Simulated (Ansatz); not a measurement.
**HF/3-21G run of GeTe (SMILES [Ge][Te])**

What is the electronic atomisation energy of GeTe at HF/3-21G? 

The results are computed with Ansatz 0.2.0.

37 further runs of the same task are left out: 1 that didn't finish, 36 set aside as unsound or not needed.

## 1. The system as given

GeTe has 2 atoms, charge 0, and is taken as a singlet. SMILES: `[Ge][Te]`. Geometry: the measured bond length.

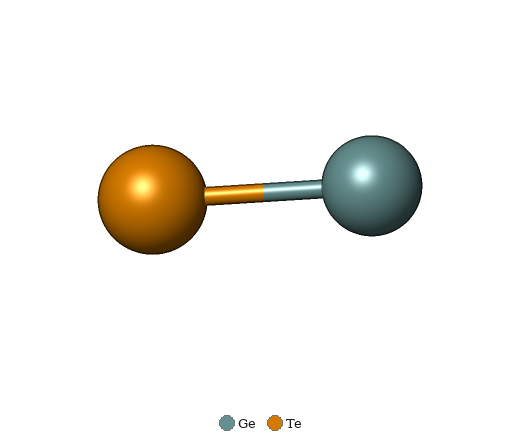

Viewed from a chosen angle; germanium teal, tellurium orange.

## 2. The energy at HF/3-21G

Input file in.yaml:

```yaml
crystal:
  periodic: [false, false, false]
  atoms:
    - {symbol: Ge, position_ang: [0.000000, 0.000000, 0.000000]}
    - {symbol: Te, position_ang: [0.000000, 0.000000, 2.340165]}
basis:
  gaussian:
    orbitals: 3-21G-spherical.json
hamiltonian:
  xc: hf
accuracy: high
output:
  orbitals: {seedname: orbitals}
```

The basis set 3-21G is read from a file made from the Basis Set Exchange's data (not shown).

Started as:

```bash
$ ansatz run in.yaml --threads 1 --pin off --max-ram 3480MiB --events-out events.jsonl --progress --plain --runs-dir runs
```

What it wrote:

```text
Warning: RAYON_NUM_THREADS=1 ignored (pool sized by the plan → 1); use --threads N
Functional definition: HF
  name "HF"
  exchange = exact_x
  correlation = 0
874 factors; integrals over basis functions are off by at most 4.8e-9 eV
mean field evaluation 1: about -235324.4569 eV, gradient 1.3e1 eV
mean field evaluation 2: about -235324.5017 eV, gradient 1.3e1 eV
mean field evaluation 4: about -235325.5513 eV, gradient 7.2e-1 eV
mean field evaluation 8: about -235325.5578 eV, gradient 1.5e-3 eV
mean field -235325.55778884 eV, -8648.0547393478 hartree, gradient 1.9e-8 eV, S^2 0.000000; 0 other end points of the search recorded, 0 dependent functions left out
reference -235325.55778884 eV, -8648.0547393478 hartree; 42, 42 occupied and 11, 11 virtual orbitals, 874 factors
Total energy: -235325.55778884 eV, -8648.0547393478 hartree
```

Run time: 1.2 s. Hardware: 1 thread of Arm Neoverse V1, shared host; peak memory 0.13 GiB.

## 3. The Ge atom at the same level

Input file run.yaml:

```yaml
crystal:
  periodic: [false, false, false]
  atoms:
    - symbol: Ge
      position_ang: [0.000000, 0.000000, 0.000000]
basis:
  gaussian:
    orbitals: 3-21G-spherical.json
magnetization:
  spin_polarized: true
  initial_magnetization: 2
hamiltonian:
  xc: hf
accuracy: high
```

The basis set 3-21G is read from a file made from the Basis Set Exchange's data (not shown).

Started as:

```bash
$ ansatz run run.yaml --threads 1 --pin off --max-ram 3480MiB --events-out events.jsonl --progress --plain --runs-dir runs
```

What it wrote:

```text
Warning: RAYON_NUM_THREADS=1 ignored (pool sized by the plan → 1); use --threads N
[... 4 set-up lines as earlier in the session ...]
183 factors; integrals over basis functions are off by at most 3.5e-9 eV
mean field evaluation 1: about -56199.3435 eV, gradient 2.6e0 eV
mean field evaluation 2: about -56199.3527 eV, gradient 2.6e0 eV
mean field evaluation 4: about -56199.4497 eV, gradient 1.0e-1 eV
mean field evaluation 8: about -56199.4492 eV, gradient 3.8e-4 eV
mean field evaluation 16: about -56199.4492 eV, gradient 3.1e-2 eV
mean field evaluation 32: about -56199.4492 eV, gradient 9.8e-5 eV
mean field -56199.44924806 eV, -2065.2916665113 hartree, gradient 8.5e-8 eV, S^2 2.000285; 1 other end points of the search recorded, 0 dependent functions left out
reference -56199.44924806 eV, -2065.2916665113 hartree; 17, 15 occupied and 5, 7 virtual orbitals, 183 factors
Total energy: -56199.44924806 eV, -2065.2916665113 hartree
```

It took 0.12 s on 1 thread of Arm Neoverse V1, shared host.

## 4. The Te atom, same level

Input file molecule.yaml:

```yaml
crystal:
  periodic: [false, false, false]
  atoms:
    - {symbol: Te, position_ang: [0.000000, 0.000000, 0.000000]}
basis:
  gaussian:
    orbitals: 3-21G-spherical.json
magnetization:
  spin_polarized: true
  initial_magnetization: 2
hamiltonian:
  xc: hf
accuracy: high
```

The basis set 3-21G is read from a file made from the Basis Set Exchange's data (not shown).

Run the same way, it converges to -6582.71213 Eh (log not shown).

## 5. What came out

Level: HF/3-21G.

| quantity | value |
| --- | --- |
| molecule: total energy | -8648.05474 Eh |
| molecule: HOMO energy | -8.97 eV |
| molecule: LUMO energy | -0.02 eV |
| molecule: HOMO–LUMO gap | 8.95 eV |
| Ge atom: total energy | -2065.29167 Eh |
| Ge atom: ⟨S²⟩ | 2.000 |
| Te atom: total energy | -6582.71213 Eh |
| Te atom: ⟨S²⟩ | 2.000 |
| electronic atomisation energy | 1.386 eV |

Taking the molecule apart into free atoms costs 1.39 eV (134 kJ/mol), before zero-point energy and without spin-orbit coupling. Hartree–Fock lacks the correlation of the bonding pairs, which as a rule makes this value much too low; in minimal bases other errors can mask that. The basis has no polarisation functions, which makes bonds too weak. Relativity is left out (molecule) although the molecule holds a heavy atom. Relativity is left out (Te atom) although the molecule holds a heavy atom.
